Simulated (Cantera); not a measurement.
Input: 1 mol Si, 4 mol F2, 9.7 mol N2, equilibrated at 0.830 bar.

These are equilibrium values from Cantera (NASA tables, ideal gas, pure condensed phases), not measurements of a reactor. Candidate condensed phases: Si, Si3N4; 16 gas species. The numbers say what is thermodynamically allowed, not how fast it happens.

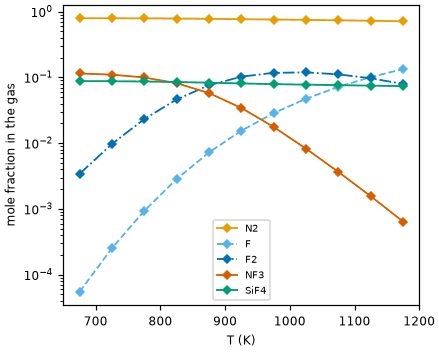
Figure: Equilibrium gas composition (values under 1e-9 drawn at 1e-9)

From 675 K to 1175 K nothing is condensed. The main Si-bearing gas is SiF4 throughout.
